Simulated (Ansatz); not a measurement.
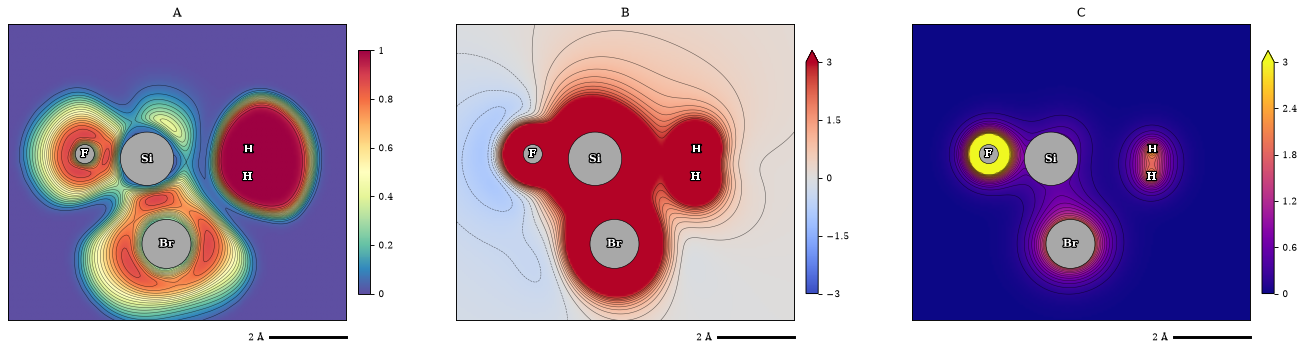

BrFH2Si···H2: 3 fields on the plane of atoms F4, Si1 and Br6, with unlabelled colour scales. Grey discs cover the atomic cores.

Not at a stationary point (largest force 1.7 eV/Å).

Theory: RKS B3LYP-D4/def2-SVPD in Ansatz.

> Which field does each panel show? The fields are: electron density, electron localisation function and electrostatic potential.

Panel A: electron localisation function. Panel B: electrostatic potential (strongly positive close to the atoms, with negative regions outside electron-rich atoms). Panel C: electron density. From the grid: Si1···H2 (2.67 Å): the density falls to about 0.08 e/Å³ on the way; the ELF dips to about 0.05 between them. Si–F (1.64 Å): the density is about 0.97 e/Å³ at the midpoint; the ELF peaks at about 0.85 in the valence shell of F, 0.6 Å from its nucleus, and is about 0.40 at the midpoint.
